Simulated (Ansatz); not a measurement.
# C3H4BF: trial inputs and their diagnosis

3 inputs were typed for C3H4BF. Each is run as it stands; the log then has to tell whether the result can be used.

Computed with Ansatz 0.2.0, Gaussian basis. Level: the settings change from run to run.

### 1 The geometry

An earlier PBE0-D4 in a triple-zeta def2 set relaxation fixed the geometry.

SMILES `C=C1BC1F`, 9 atoms, charge 0, spin multiplicity 1.

Atoms are counted from 1 here; the program's logs count them from 0.

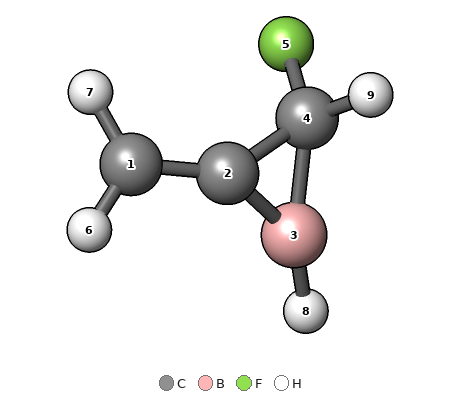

The geometry (carbon grey, boron pink, fluorine green, hydrogen white); atoms are numbered from 1 in the order of the file.

### 2 Try 1

File in.yaml:

```yaml
crystal:
  periodic: [false, false, false]
  atoms:
    - {symbol: C, position_ang: [0.608855, -0.049568, 0.283757]}
    - {symbol: C, position_ang: [0.308855, -0.049568, 0.283757]}
    - {symbol: B, position_ang: [-0.531930, -1.233683, -0.085161]}
    - {symbol: C, position_ang: [0.068882, -0.281745, -1.150454]}
    - {symbol: F, position_ang: [-0.613866, 0.599108, -1.954823]}
    - {symbol: H, position_ang: [0.376976, 0.717903, 2.242996]}
    - {symbol: H, position_ang: [0.462699, 1.974880, 0.883620]}
    - {symbol: H, position_ang: [-1.331744, -2.039604, 0.246515]}
    - {symbol: H, position_ang: [0.957408, -0.664077, -1.661982]}
basis:
  gaussian: {orbitals: STO-3G, point_charges: [{charge: 1.00, position_ang: [5.727, 0.554, 0.506]}]}
hamiltonian: {xc: {name: PBE0}, dispersion: d4}
scf: {lower_state_search: off}
```

Run with:

```sh
$ ansatz run in.yaml --threads 2 --pin off --events-out ev --progress --plain --max-ram 4352MiB
```

The log of the run:

```text
Functional definition: PBE0
  name "PBE0"
  cite "Adamo & Barone, J. Chem. Phys. 110, 6158 (1999) doi:10.1063/1.478522"
  cite "Perdew, Burke & Ernzerhof, Phys. Rev. Lett. 77, 3865 (1996) doi:10.1103/PhysRevLett.77.3865"
  parent pbe
  parameter a = 0.25
  parameter kappa = 0.804
  parameter beta = 0.06672455060314922
  exchange = (1 - a)*pbe_x(kappa = kappa, mu = beta*pi^2/3) + a*exact_x
  correlation = pbe_c(beta = beta)
these checks for a lower state are left out or cut short: stability, starts, cluster_reference, orbital_swaps, neighbouring_geometries, increment
392 factors; integrals over basis functions are off by at most 6.7e-5 eV
mean field evaluation 1: about -5939.2205 eV, gradient 3.8e1 eV
mean field evaluation 2: about -5907.9337 eV, gradient 7.9e1 eV
mean field evaluation 4: about -5940.5290 eV, gradient 3.2e1 eV
mean field evaluation 8: about -5962.7804 eV, gradient 2.3e1 eV
mean field evaluation 16: about -5965.1967 eV, gradient 2.3e-5 eV
a density is far from that of the atoms, so the factors are made again for it
431 factors; integrals over basis functions are off by at most 4.0e-5 eV
mean field -5965.19667045 eV, -219.2169342835 hartree, gradient 4.6e-6 eV, S^2 0.000000; 0 other end points of the search recorded, 0 dependent functions left out
reference -5965.19668431 eV, -219.2169347930 hartree; 18, 18 occupied and 11, 11 virtual orbitals, 431 factors
Total energy: -5965.34374018 eV, -219.2223389965 hartree
Checks for a lower state left out: stability, starts, cluster_reference, orbital_swaps, neighbouring_geometries, increment
```

It took 0.35 s on 2 threads of AMD EPYC 9B45, shared host.

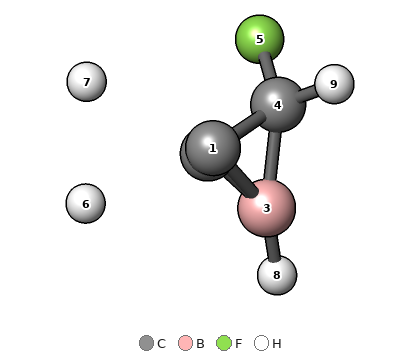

The geometry of this input.

Diagnosis: It ended without an error, which proves nothing about the input. One atom was put on top of another. The shortest distance is 0.30 Å (C1–C2), against 1.09 Å in the relaxed molecule. Its energy is no property of the relaxed molecule. Cure: restore the atom's position, and remove the point charge.

### 3 Try 2

File in.yaml:

```yaml
crystal:
  periodic: [false, false, false]
  atoms:
    - {symbol: C, position_ang: [0.391320, 0.930484, 1.178333]}
    - {symbol: C, position_ang: [0.308855, -0.049568, 0.283757]}
    - {symbol: B, position_ang: [-0.531930, -1.233683, -0.085161]}
    - {symbol: C, position_ang: [0.068882, -0.281745, -1.150454]}
    - {symbol: F, position_ang: [-0.613866, 0.599108, -1.954823]}
    - {symbol: H, position_ang: [0.376976, 0.717903, 2.242996]}
    - {symbol: H, position_ang: [0.462699, 1.974880, 0.883620]}
    - {symbol: H, position_ang: [-1.331744, -2.039604, 0.246515]}
    - {symbol: H, position_ang: [0.957408, -0.664077, -1.661982]}
basis:
  gaussian: {orbitals: x2c-TZVPPall, final_grid: {core_spheres: 8, valence_spheres: 7, degree: 23}, nuclear_model: gaussian}
magnetization: {spin_polarized: true, initial_magnetization: 4}
hamiltonian: {xc: {name: wPBEh}}
output: {forces: true}
```

The command is unchanged.

The log of the run (excerpt; [...] marks lines left out):

```text
Functional definition: wPBEh
  name "wPBEh"
  cite "Heyd, Scuseria & Ernzerhof, J. Chem. Phys. 118, 8207 (2003) doi:10.1063/1.1564060"
  cite "Krukau, Vydrov, Izmaylov & Scuseria, J. Chem. Phys. 125, 224106 (2006) doi:10.1063/1.2404663"
  cite "Heyd & Scuseria, J. Chem. Phys. 120, 7274 (2004) doi:10.1063/1.1668634"
  cite "Ernzerhof & Perdew, J. Chem. Phys. 109, 3313 (1998) doi:10.1063/1.476928"
  cite "Perdew, Burke & Ernzerhof, Phys. Rev. Lett. 77, 3865 (1996) doi:10.1103/PhysRevLett.77.3865"
  parent pbe
[...]
1102 factors; their error is unknown
102 factors; integrals over basis functions are off by at most 3.9e-7 eV
[...]
mean field -6557.78807435 eV, -240.9942667039 hartree, gradient 4.4e-5 eV, S^2 6.014126; 4 other end points of the search recorded, 0 dependent functions left out
[...]
reference -6557.78811781 eV, -240.9942683012 hartree; 20, 16 occupied and 191, 195 virtual orbitals, 1102 factors
Total energy: -6557.78811781 eV, -240.9942683012 hartree
Relativity: scalar
Atom 0 at     0.391320     0.930484     1.178333 Å, force    -0.147519     5.127856     5.325428 eV/Å
Atom 1 at     0.308855    -0.049568     0.283757 Å, force     2.471792    -0.906656    -6.450507 eV/Å
Atom 2 at    -0.531930    -1.233683    -0.085161 Å, force    -4.773684    -5.524008     0.003399 eV/Å
Atom 3 at     0.068882    -0.281745    -1.150454 Å, force     2.756408     2.105600     0.628886 eV/Å
Atom 4 at    -0.613866     0.599108    -1.954823 Å, force     0.084813    -0.596406     1.169132 eV/Å
Atom 5 at     0.376976     0.717903     2.242996 Å, force     0.516255     0.155114    -0.051394 eV/Å
Atom 6 at     0.462699     1.974880     0.883620 Å, force    -0.505289     0.009166    -0.008810 eV/Å
Atom 7 at    -1.331744    -2.039604     0.246515 Å, force     0.040648     0.173011    -0.110732 eV/Å
Atom 8 at     0.957408    -0.664077    -1.661982 Å, force    -0.443423    -0.543677    -0.505403 eV/Å
Dipole moment:     0.340992     0.234632     0.094146 e Å
```

Run time: 3.8 s. Hardware: 2 threads of AMD EPYC 9B45, shared host; peak memory 0.56 GiB.

What is wrong: The run converged, but a converged run isn't a right one. The spin is set far too high for this molecule. It asks for 4 unpaired electrons; the ground state has 0. Its energy belongs to an excited spin state, not the ground state. Cure: set initial_magnetization back to that of the ground state.

### 4 Try 3

File in.yaml:

```yaml
crystal:
  periodic: [false, false, false]
  atoms:
    - {symbol: C, position_ang: [0.391320, 0.930484, 1.178333]}
    - {symbol: C, position_ang: [0.308855, -0.049568, 0.283757]}
    - {symbol: B, position_ang: [-0.531930, -1.233683, -0.085161]}
    - {symbol: C, position_ang: [0.068882, -0.281745, -1.150454]}
    - {symbol: F, position_ang: [-0.613866, 0.599108, -1.954823]}
    - {symbol: H, position_ang: [0.376976, 0.717903, 2.242996]}
    - {symbol: H, position_ang: [0.462699, 1.974880, 0.883620]}
    - {symbol: H, position_ang: [-1.331744, -2.039604, 0.246515]}
    - {symbol: H, position_ang: [0.957408, -0.664077, -1.661982]}
basis:
  gaussian: {orbitals: def2-SVPD}
magnetization: {spin_polarized: true, initial_magnetization: 8}
hamiltonian: {xc: {name: wB97M-V}}
output: {forces: true}
```

Same command.

The log of the run (excerpt; [...] marks lines left out):

```text
Functional definition: wB97M-V
  name "wB97M-V"
  cite "Mardirossian & Head-Gordon, J. Chem. Phys. 144, 214110 (2016) doi:10.1063/1.4952647"
  cite "Becke, J. Chem. Phys. 107, 8554 (1997) doi:10.1063/1.475007"
  cite "Vydrov & Van Voorhis, J. Chem. Phys. 133, 244103 (2010) doi:10.1063/1.3521275"
  # Of w^i u^j: cxij and so on, Table III.
[...]
  gx(w, u) = 1 - cx + cx01*u + cx10*w
  gss(w, u) = css00 + css04*u^4 + css10*w + css20*w^2 + css43*w^4*u^3
  gos(w, u) = cos00 + cos10*w + (cos20 + cos21*u)*w^2 + (cos60 + cos61*u)*w^6
[...]
      + integral(e_c_pw_mod_opposite_spin*gos(b97_w_opposite, b97_u_opposite)) + vv10(b, c)
1107 factors; their error is unknown
436 factors; integrals over basis functions are off by at most 1.7e-5 eV
[...]
Total energy: -6530.89984623 eV, -240.0061425461 hartree
Atom 0 at     0.391320     0.930484     1.178333 Å, force     0.025715     6.001903     5.111773 eV/Å
Atom 1 at     0.308855    -0.049568     0.283757 Å, force     3.775534    -2.969536    -1.423589 eV/Å
Atom 2 at    -0.531930    -1.233683    -0.085161 Å, force    -3.206426    -6.397927     0.834135 eV/Å
Atom 3 at     0.068882    -0.281745    -1.150454 Å, force     2.275589    -3.224714     4.949483 eV/Å
Atom 4 at    -0.613866     0.599108    -1.954823 Å, force    -6.292929     8.011872    -8.019302 eV/Å
Atom 5 at     0.376976     0.717903     2.242996 Å, force     0.129987    -0.117880     0.350839 eV/Å
Atom 6 at     0.462699     1.974880     0.883620 Å, force    -0.147336     0.458720    -0.178017 eV/Å
Atom 7 at    -1.331744    -2.039604     0.246515 Å, force    -0.816341     0.066724     0.406168 eV/Å
Atom 8 at     0.957408    -0.664077    -1.661982 Å, force     4.256206    -1.829161    -2.031490 eV/Å
Dipole moment:    -0.470847     0.663756     0.701793 e Å
```

Wall time 17 s (2 threads of AMD EPYC 9B45, shared host); peak memory 0.71 GiB.

Diagnosis: The run converged, but a converged run isn't a right one. The spin is set far too high for this molecule. It asks for 8 unpaired electrons; the ground state has 0. Its energy belongs to an excited spin state, not the ground state. Cure: set initial_magnetization back to that of the ground state.

### 5 How the tries ended

```csv
try,level,ended,cause,time
1,PBE0/STO-3G,converged,one atom was put on top of another,0.35 s
2,wPBEh/x2c-TZVPPall,converged,the spin is set far too high for this molecule,3.8 s
3,wB97M-V/def2-SVPD,converged,the spin is set far too high for this molecule,17 s
```

In words: 3 converged. The dangerous case is the input that converges on a wrong geometry, charge, spin, basis or grid: often only a look at the input shows it.
